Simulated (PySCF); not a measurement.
**W(OH)3: quartet, from a PBE0 minimum start**

The task is one start of a wider search on W(OH)3: the quartet, from a PBE0 minimum start. It is relaxed, tested by its Hessian and followed downhill if it is a saddle.

The runs use PySCF 2.14.0; PBE0, basis W def2-SVP with ECP60, O def2-SVP, H def2-SVP, scalar-relativistic core potentials, no spin–orbit coupling, density fitting.

### 1 Starting geometry

7 atoms, charge 0, spin multiplicity 4.

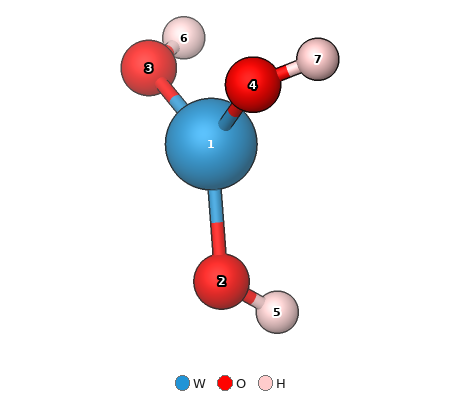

The starting geometry (tungsten blue, oxygen red, hydrogen pink); atoms are numbered from 1 in the order of the file.

Coordinates in bohr (charge 0 multiplicity 4):
```
W     0.0000    0.0000    0.0023
O     0.0000   -3.6089   -0.0975
O     3.1254    1.8044   -0.0975
O    -3.1254    1.8044   -0.0975
H     0.0000   -4.6376    1.4100
H     4.0163    2.3188    1.4100
H    -4.0163    2.3188    1.4100
```

### 2 The SCF at the typed geometry

One driver script runs all steps and calls PySCF; scf.py shows how it sets up the SCF of each step. The optimiser is the driver's own. After this first run the driver tries any further starts and a stability analysis.

scf.py reads:

```python
from pyscf import gto, scf, dft
mol = gto.M(atom='''
W     -0.000000     0.000000     0.001200
O     -0.000000    -1.909740    -0.051600
O      1.653890     0.954870    -0.051600
O     -1.653890     0.954870    -0.051600
H     -0.000000    -2.454090     0.746140
H      2.125310     1.227050     0.746140
H     -2.125310     1.227050     0.746140''',
    basis={'W': 'def2-SVP', 'O': 'def2-SVP', 'H': 'def2-SVP'},
    ecp={'W': 'def2-SVP'},
    charge=0, spin=3)
mf = dft.UKS(mol, xc='PBE0')
mf.grids.atom_grid = (50, 194)
aux = {'W': 'def2-universal-JKFIT', 'O': 'def2-universal-JKFIT', 'H': 'def2-universal-JKFIT'}
mf = mf.density_fit(auxbasis=aux)
mf.conv_tol = 1e-08
mf.diis_space = 10
mf.max_cycle = 60
mf.init_guess = 'minao'
mf.verbose = 4
mf.kernel()
```

Started as:

```bash
$ OMP_NUM_THREADS=4 python axn.py task.json out
```

The log of the run:

```text
init E= -281.818997339178
[... the frontier-level lines of each cycle are left out ...]
cycle= 1 E= -293.86485768023  delta_E=  -12  |g|= 0.933  |ddm|= 5.21
cycle= 2 E= -293.078525230682  delta_E= 0.786  |g|= 1.67  |ddm|= 1.73
cycle= 3 E= -294.170872566507  delta_E= -1.09  |g|= 0.217  |ddm|= 1.23
cycle= 4 E= -294.195463006424  delta_E= -0.0246  |g|= 0.0435  |ddm|= 0.361
cycle= 5 E= -294.196569768011  delta_E= -0.00111  |g|= 0.00828  |ddm|= 0.0653
cycle= 6 E= -294.196609980707  delta_E= -4.02e-05  |g|= 0.0022  |ddm|= 0.0111
cycle= 7 E= -294.196617811674  delta_E= -7.83e-06  |g|= 0.000728  |ddm|= 0.00654
cycle= 8 E= -294.19661904166  delta_E= -1.23e-06  |g|= 0.000204  |ddm|= 0.00298
cycle= 9 E= -294.196619149387  delta_E= -1.08e-07  |g|= 4.93e-05  |ddm|= 0.00111
cycle= 10 E= -294.196619153738  delta_E= -4.35e-09  |g|= 1.64e-05  |ddm|= 0.000204
Extra cycle  E= -294.196619153935  delta_E= -1.97e-10  |g|= 2.57e-05  |ddm|= 5.68e-05
converged SCF energy = -294.196619153935  <S^2> = 3.7577348  2S+1 = 4.0038655
```

This step, with its further starts and checks, needed 6.2 s of wall time on 4 threads of AMD EPYC 9B45 (Zen 5), shared host.

Energies from each starting density:

```tsv
start	energy (Eh)
the minimal-basis guess	-294.196619
a thermally smeared density	-294.196619
a smeared PBE density	-294.196619
```

The test of internal stability and the other starts found no lower solution of this spin.

### 3 PBE0 minimum start, quartet: relaxation

The program finds C3v symmetry in the start, which this walk keeps. Threshold on the gradient: 0.0003 Eh/bohr, with a further test on the energy change.

Changes to scf.py since step 2:

```diff
@@ -3,7 +3,7 @@
-W     -0.000000     0.000000     0.001200
-O     -0.000000    -1.909740    -0.051600
-O      1.653890     0.954870    -0.051600
-O     -1.653890     0.954870    -0.051600
-H     -0.000000    -2.454090     0.746140
-H      2.125310     1.227050     0.746140
-H     -2.125310     1.227050     0.746140''',
+W     -0.000000     0.000000     0.001197
+O      0.000000    -1.909744    -0.051602
+O      1.653887     0.954872    -0.051603
+O     -1.653887     0.954872    -0.051603
+H      0.000000    -2.454095     0.746138
+H      2.125309     1.227048     0.746137
+H     -2.125309     1.227048     0.746137''',
@@ -20 +19,0 @@
-mf.init_guess = 'minao'
```

The optimiser's trace:

```tsv
step	energy (Eh)	change (kJ/mol)	largest symmetric gradient (Eh/bohr)
0	-294.196619	0.00	0.00019
```

The walk took 1.2 s.

End point (C3v, 0 steps, 0.0 kJ/mol gained): O–H 0.966 Å (×3), W–O 1.910 Å (×3); H–O–W 122.7° (×3), O–W–O 119.9° (×3).

### 4 Hessian and properties

On the finer grid the gradient is checked again; gradients at displacements of ±0.02 bohr then give force constants and infrared intensities.

Changes to scf.py since step 3:

```diff
@@ -14 +14 @@
-mf.grids.atom_grid = (50, 194)
+mf.grids.atom_grid = (75, 302)
@@ -17 +17 @@
-mf.conv_tol = 1e-08
+mf.conv_tol = 1e-10
```

This SCF starts from the last density.

SCF at the final geometry:

```text
init E= -294.196559727753
[... the frontier-level lines of each cycle are left out ...]
cycle= 1 E= -294.19655972776  delta_E= -6.25e-12  |g|= 3.78e-06  |ddm|= 7.76e-06
Extra cycle  E= -294.196559727745  delta_E= 1.47e-11  |g|= 5.19e-06  |ddm|= 8.68e-06
converged SCF energy = -294.196559727745  <S^2> = 3.7577394  2S+1 = 4.0038678
```

The whole step took 34 s.

Geometry: C3v; O–H 0.966 Å (×3), W–O 1.910 Å (×3); H–O–W 122.7° (×3), O–W–O 119.9° (×3).

Modes, for the most abundant isotopes:

```json
{"symmetry": "a1", "ω (cm⁻¹)": "161", "IR (km/mol)": "0.0", "μ (u)": "6.12"}
{"symmetry": "e", "ω (cm⁻¹)": "171", "IR (km/mol)": "0.1", "μ (u)": "6.30"}
{"symmetry": "a2", "ω (cm⁻¹)": "394", "IR (km/mol)": "0.0", "μ (u)": "1.11"}
{"symmetry": "e", "ω (cm⁻¹)": "462", "IR (km/mol)": "256", "μ (u)": "1.13"}
{"symmetry": "e", "ω (cm⁻¹)": "680", "IR (km/mol)": "732", "μ (u)": "1.60"}
{"symmetry": "e", "ω (cm⁻¹)": "696", "IR (km/mol)": "45.8", "μ (u)": "2.69"}
{"symmetry": "a1", "ω (cm⁻¹)": "710", "IR (km/mol)": "30.8", "μ (u)": "4.03"}
{"symmetry": "a1", "ω (cm⁻¹)": "713", "IR (km/mol)": "27.7", "μ (u)": "1.36"}
{"symmetry": "e", "ω (cm⁻¹)": "3843", "IR (km/mol)": "161", "μ (u)": "1.07"}
{"symmetry": "a1", "ω (cm⁻¹)": "3847", "IR (km/mol)": "97.3", "μ (u)": "1.07"}
```

Every mode is real; the point is a minimum.

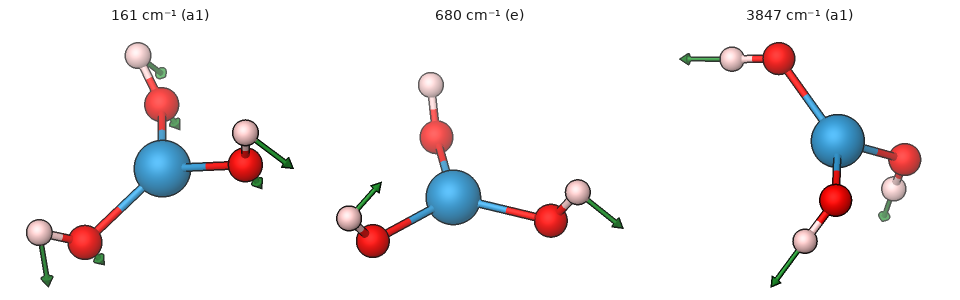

Displacements of 3 of the modes, as arrows (one member where a mode is degenerate).

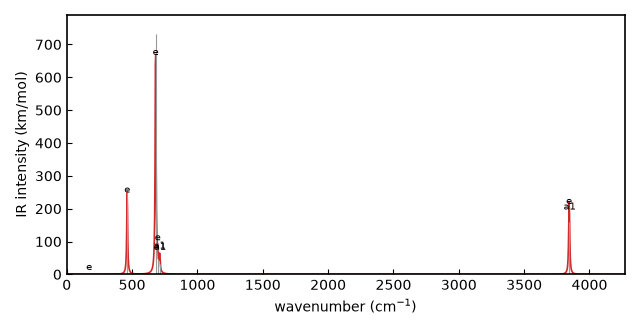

The harmonic infrared spectrum (widths in cm⁻¹). Lines are broadened to a width of 8 cm⁻¹ (Lorentzian).

Properties at this point:

| Quantity | Value |
| --- | --- |
| Dipole moment | 3.73 D |
| Highest occupied level | -5.48 eV |
| Lowest empty level | -1.97 eV |
| Rotational constants | 0.1713, 0.1713, 0.08725 cm⁻¹ |
| Zero-point energy | 104.8 kJ/mol |
| Principal polarisabilities | 43.8, 47.0, 47.0 bohr³ |
| Atomisation energy without zero-point energy | 2681 kJ/mol |
| Principal traceless quadrupole moments about the centre of mass | -1.32, -1.32, 2.64 D Å |
| Entropy at 298.15 K and 1 bar (electronic part: spin only) | 337.1 J/(mol K) |
| Heat capacity Cp at 298.15 K | 95.3 J/(mol K) |
| Enthalpy at 298.15 K above 0 K | 18.71 kJ/mol |
| Rotational symmetry number | 3 |
| Spin squared ⟨S²⟩ | 3.758 |

Populations by atom (charges in e):

| atom | Mulliken | Löwdin | polar tensor | spin (Mulliken) | Mayer order to W1 |
| --- | --- | --- | --- | --- | --- |
| W1 | 0.76 | 0.24 | 1.49 | 2.99 | – |
| O2,3,4 | -0.46 | -0.17 | -0.80 | -0.02 | 1.14 |
| H5,6,7 | 0.21 | 0.10 | 0.30 | 0.02 | 0.03 |

Mulliken populations on W1 (outside its core potential): s 2.65, p 6.29, d 4.20, f 0.11.

### 5 Results

```
                                          quantity                                                                                            value
                                           minimum                                                                                     quartet, C3v
                                          geometry                         O–H 0.966 Å (×3), W–O 1.910 Å (×3); H–O–W 122.7° (×3), O–W–O 119.9° (×3)
                                wavenumbers (cm⁻¹)  161 (a1), 171 (e), 394 (a2), 462 (e), 680 (e), 696 (e), 710 (a1), 713 (a1), 3843 (e), 3847 (a1)
                                     dipole moment                                                                                           3.73 D
highest occupied, lowest empty level (either spin)                                                                                  -5.48, -1.97 eV
                         polar-tensor charge of W1                                                                                          +1.49 e
                                 zero-point energy                                                                                     104.8 kJ/mol
                               entropy at 298.15 K                                                                                  337.1 J/(mol K)
         atomisation energy (no zero-point energy)                                                                                      2681 kJ/mol
                                              ⟨S²⟩                                                                                            3.758
```

In words: The molecule stays C3v, as typed, and the end point is a minimum. In the infrared the band at 680 cm⁻¹ (e) leads. Most of the spin sits on W1 (Mulliken spin 2.99, against 3 for the whole molecule). Only this shape and spin were tried, so other structures or states may lie lower. Open d and f shells are described by one determinant, and the ground state may have another occupation or spin. With an element this heavy the missing spin–orbit coupling can shift these numbers.

The search up to here took 41 s.
